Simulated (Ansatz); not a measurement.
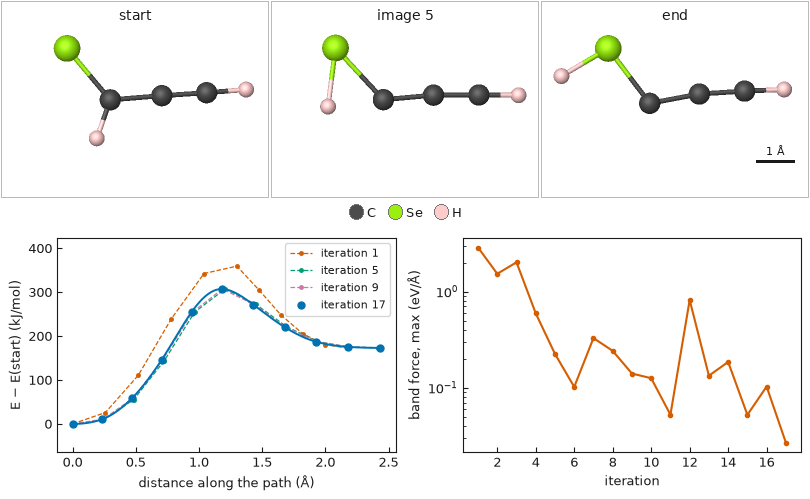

NEB run on C₃H₂Se. Images are numbered from 0 (start) to 10 (end). The plot follows the band through its iterations. Style: ball-and-stick. Shown at a tilt.

All numbers below come from UKS B3LYP-D4/def2-SVP (Ansatz). Run with 9 movable images; climbing image; force threshold 0.05 eV/Å; iteration limit 52; starting path through a guess of the saddle point.

Q: Did the band converge, and can the barrier be trusted?

A: The result is final at these settings. The band converged in 17 iterations. The largest component of the band force went from 2.9 to 0.027 eV/Å. The climbing image converged on the top of the path. Its vibrational analysis gives one imaginary mode (1740i cm⁻¹), as a transition state must have. The first iteration put the highest image at 359.3 kJ/mol. Forward barrier 307.1 kJ/mol, backward barrier 134.0 kJ/mol, with image 5 at the top; the reaction energy is +173.2 kJ/mol.

The run took 4.4 min on 2 threads of Intel(R) Xeon(R) 6975P-C (Granite Rapids), on a shared host, peak memory 0.3 GiB.
